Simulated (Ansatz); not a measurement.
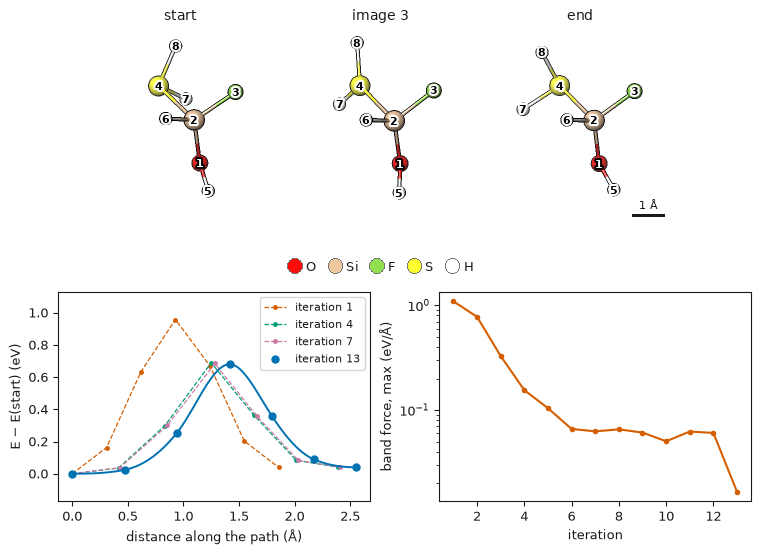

A nudged-elastic-band calculation for SiH4SOF (charge +1). Images are numbered from 0 (start) to 6 (end). The plot follows the band through its iterations. The picture is a ball-and-stick view, seen from a free direction.

Level of theory: RKS LDA/6-31G* (Ansatz 0.2.0). Set-up: 5 movable images; climbing image; force threshold 0.03 eV/Å; iteration limit 60; starting path by image-dependent pair potential.

Question: Did the band converge, and can the barrier be trusted?

Answer: The result is final at these settings. The band converged in 13 iterations. The largest component of the band force went from 1.1 to 0.017 eV/Å. The climbing image converged on the top of the path. Its vibrational analysis gives one imaginary mode (598i cm⁻¹), as a transition state must have. The first iteration put the highest image at 0.96 eV. The energy climbs by 0.68 eV to image 3 and then falls by 0.64 eV, so the end point sits at +0.04 eV.

The run took 100 s on 1 thread of Arm Neoverse V1 (shared host), peak memory 0.14 GiB.
